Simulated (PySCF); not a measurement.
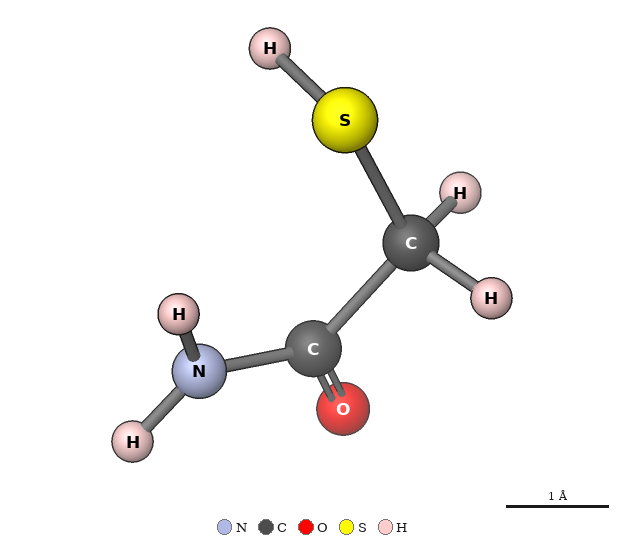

Atoms fade into the background with distance from the viewer. The computed structure is the end point of a PBE0-D3(BJ)/def2-SVP optimisation. No frequency run is at hand to confirm it as a minimum. Masses are those of the most abundant isotopes; constants are for the rigid equilibrium geometry.

### What kind of rotor is it, and what are its rotational constants in cm⁻¹?

An asymmetric top (C1): A = 0.310, B = 0.0790, C = 0.0653 cm⁻¹. Ray's parameter κ is −0.89, close to the prolate limit.
